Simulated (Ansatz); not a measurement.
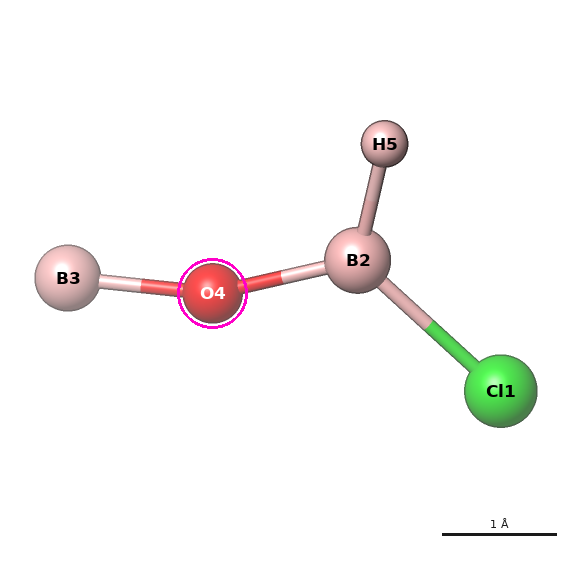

Orthographic view. Atoms fade into the background with distance from the viewer. Computed geometry: PBE0-D4/def2-TZVP optimisation. No frequency run is at hand to confirm it as a minimum.

Q: Name the neighbours of the circled atom.

A: The circled atom is O4; it is bonded to B2, B3.

Q: Which atom is nearest the viewer?

A: H5, 0.7 Å in front of the mean position.

Q: Which two atoms are farthest apart in space?

A: Cl1 and B3, 3.94 Å.
